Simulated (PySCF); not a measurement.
System: CH$_{2}$F$_{6}$Si$_{2}$.

```xyz
11

Si   -1.1950   -0.9760    0.3143
F    -1.8722   -1.4957    1.6684
F    -0.4581   -2.2226   -0.3681
F    -2.3723   -0.4980   -0.6556
C    -0.0040    0.3842    0.6468
Si    1.2201    0.7296   -0.6824
F     2.4989   -0.2230   -0.5688
F     0.5769    0.5151   -2.1329
F     1.7354    2.2425   -0.5984
H     0.5489    0.1526    1.5729
H    -0.5806    1.3059    0.8346
```

Geometry: PBE0-D3(BJ)/def2-SVP.

Level of theory: PBE0/pcSseg-1, SCF density, gas phase, non-relativistic in PySCF 2.14.0.

### What can the converged electron density and electron localisation function tell about the bonding?

Si–F (1.60 Å): ρ at the midpoint is about 1.1 e/Å³; the ELF peaks at about 0.85 in the valence shell of F, 0.6 Å from its nucleus, and is about 0.50 at the midpoint.
C–Si (1.84 Å): ρ is about 1 e/Å³ halfway; the ELF peaks at about 0.95 between the atoms: localised, covalent bonding.

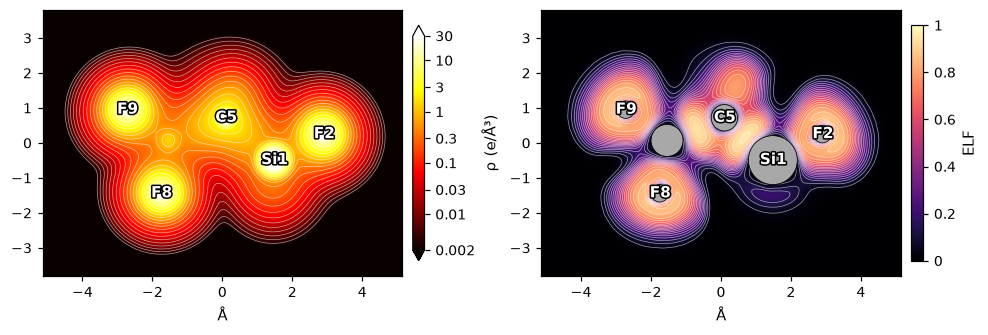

Computed electron density and electron localisation function on the plane of atoms F2, Si1 and C5, in this order. Grey discs cover the atomic cores in the ELF map. 
